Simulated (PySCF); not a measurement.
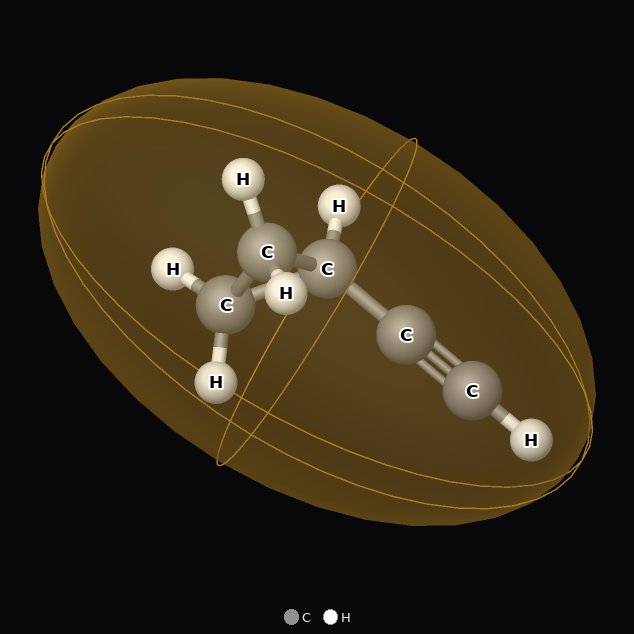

The ellipsoid shows the static dipole polarisability: its half-axes are proportional to the principal values. The computed structure is the end point of a PBE0-D3(BJ)/def2-SVP optimisation. No frequency run is at hand to confirm it as a minimum. Level of theory: ωB97X-D/def2-SVPD (PySCF 2.14.0).

How large and how anisotropic is the polarisability?

Answer. Principal values 46.5, 48.3, 76.7 bohr³; mean 57.1 bohr³ (8.47 Å³); anisotropy 29.4 bohr³, so the longest axis is 1.65 times the shortest.
